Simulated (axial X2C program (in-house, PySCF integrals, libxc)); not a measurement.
**Linear ClInCl at several levels**

Aim: the two bond lengths and stretching wavenumbers of linear ClInCl, with and without spin–orbit coupling, at PBE0, HF, BHandHLYP, MP2.

Method: all-electron X2C, two-component (2c) or spin-free, Cl dyall-av3z, In dyall-v3z; program: an in-house X2C program for linear molecules on PySCF integrals.

All values are calculated.

1 further run of the same task is left out (set aside as unsound or not needed).

## Step 1: The job

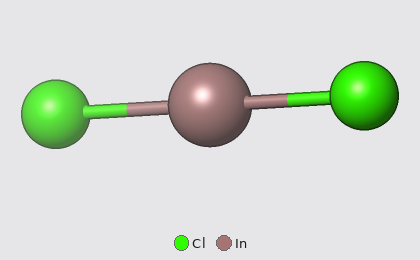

The atoms on one line, bonds 2.410 and 2.410 Å (chlorine green, indium brown).

Contents of task.json:

```json
{"zs": [17, 49, 17], "q": 0, "bas": ["dyall-av3z", "dyall-v3z", "dyall-av3z"], "r0": [2.41, 2.41], "symm": 1, "scan": ["PBE0", "HF", "BHandHLYP"], "levels": ["PBE0", "HF", "LDA"], "nst": 2}
```

Keys: zs atomic numbers; q charge; bas basis sets; r0 starting distance in Å; symm equal bonds; scan levels of the two-bond scan (MP2 follows by itself at each HF point); levels methods; nst determinants followed.

Started as:

```
$ python solin.py task.json out
```

Masses Cl 34.969, In 114.904, Cl 34.969 u.

## Step 2: Scan at PBE0, 2c

State: Ω = 1/2 (beyond evenly filled blocks: ω = 1/2). Energies above the lowest point, from the job's result record:

```csv
r(Cl–In) (Å),r(In–Cl) (Å),E (meV)
2.3751,2.3751,34.80
2.3751,2.4360,15.36
2.3751,2.4969,26.45
2.4360,2.3751,15.36
2.4360,2.4360,0.00
2.4360,2.4969,14.92
2.4360,2.5578,52.55
2.4969,2.3751,26.45
2.4969,2.4360,14.92
2.4969,2.4969,33.46
2.5578,2.4360,52.55
2.5578,2.5578,118.66
```

A quadratic surface with cubic terms in each bond gives the minimum at 2.434 and 2.434 Å, force constants 1.31, 1.31 and coupling 0.16 mdyn/Å.

## Step 3: Scan at HF, 2c

State: Ω = 1/2 (beyond evenly filled blocks: ω = 1/2). Energies above the lowest point, from the job's result record:

```csv
r(Cl–In) (Å),r(In–Cl) (Å),E (meV)
2.3751,2.3751,59.27
2.3751,2.4360,26.89
2.3751,2.4969,27.59
2.4360,2.3751,26.89
2.4360,2.4360,0.00
2.4360,2.4969,6.00
2.4360,2.5578,36.75
2.4969,2.3751,27.59
2.4969,2.4360,6.00
2.4969,2.4969,17.10
2.5578,2.4360,36.75
2.5578,2.5578,93.03
```

A quadratic surface with cubic terms in each bond gives the minimum at 2.451 and 2.451 Å, force constants 1.33, 1.33 and coupling 0.22 mdyn/Å.

## Step 4: Scan at BHandHLYP, 2c

State: Ω = 1/2 (beyond evenly filled blocks: ω = 1/2). Energies above the lowest point, from the job's result record:

```csv
r(Cl–In) (Å),r(In–Cl) (Å),E (meV)
2.3751,2.3751,45.71
2.3751,2.4360,20.55
2.3751,2.4969,26.66
2.4360,2.3751,20.55
2.4360,2.4360,0.00
2.4360,2.4969,10.50
2.4360,2.5578,44.24
2.4969,2.3751,26.66
2.4969,2.4360,10.50
2.4969,2.4969,25.19
2.5578,2.4360,44.24
2.5578,2.5578,104.31
```

A quadratic surface with cubic terms in each bond gives the minimum at 2.443 and 2.443 Å, force constants 1.3, 1.3 and coupling 0.18 mdyn/Å.

## Step 5: Comparison

| level | r(Cl–In) (Å) | r(In–Cl) (Å) | lower stretch (cm⁻¹) | upper stretch (cm⁻¹) |
| --- | --- | --- | --- | --- |
| PBE0, 2c | 2.434 | 2.434 | 266.8 | 300.3 |
| HF, 2c | 2.451 | 2.451 | 274.0 | 294.2 |
| BHandHLYP, 2c | 2.443 | 2.443 | 267.8 | 295.5 |
| MP2, 2c | 2.414 | 2.414 | 286.1 | 326.5 |
| PBE0, spin-free | 2.434 | 2.434 | 266.9 | 300.7 |
| HF, spin-free | 2.451 | 2.451 | 274.2 | 294.7 |
| BHandHLYP, spin-free | 2.442 | 2.442 | 268.0 | 295.9 |
| MP2, spin-free | 2.414 | 2.414 | 286.1 | 326.8 |

Scans not shown above were run alike.

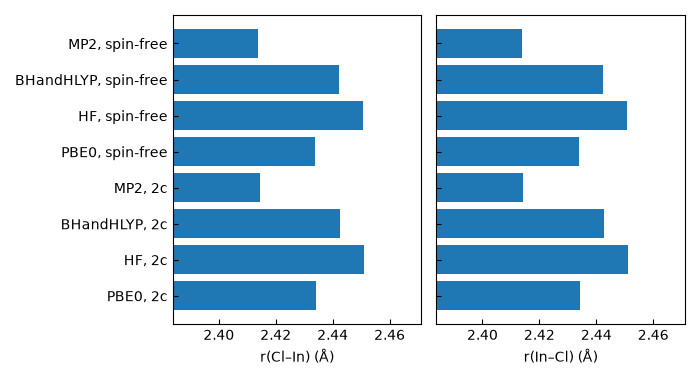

The two bond lengths by level.

In words: Over the levels the Cl–In bond spans 2.414 to 2.451 Å and the In–Cl bond 2.414 to 2.451 Å. At PBE0 spin–orbit coupling leaves both bonds unchanged to 0.001 Å. Each state is one determinant, the lowest of a limited PBE0 search; the stretches come from a fit to few points and are good to some per cent at best. MP2 freezes inner shells (threshold -2 hartree). The molecule was held linear; bending was not examined, so a bent shape may lie lower.
